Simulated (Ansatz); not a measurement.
# Response to strain in SrTiO3

Consider SrTiO₃ in the cubic perovskite structure (space group Pm-3m, No. 221; a = 3.891 Å). Axes: x, y, z lie along the cube axes.

Strains are applied to the cell and any free atomic positions relax; under biaxial strain the out-of-plane vector relaxes too.

The values are results of Kohn–Sham DFT with the PBEsol functional, run in Ansatz (a quantum-chemistry and plane-wave program) with PAW and 420 eV plane waves, spin-orbit coupling left out, not measurements.

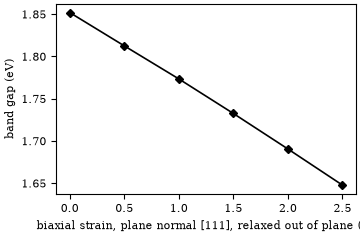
Figure: Band gap against biaxial strain, plane normal [111], relaxed out of plane

Q: From the plot, what is the band gap for biaxial strain +2.00 %, plane normal [111], relaxed out of plane?

A: About 1.69 eV.

Q: Is the trend monotonic over the range shown?

A: Yes, it falls throughout, spanning 1.65 eV to 1.85 eV.

Whether these cells are dynamically stable was not tested. The final runs are not spin-polarised. Many cubic perovskites are stable only at high temperature; tilts and polar distortions were not tested.
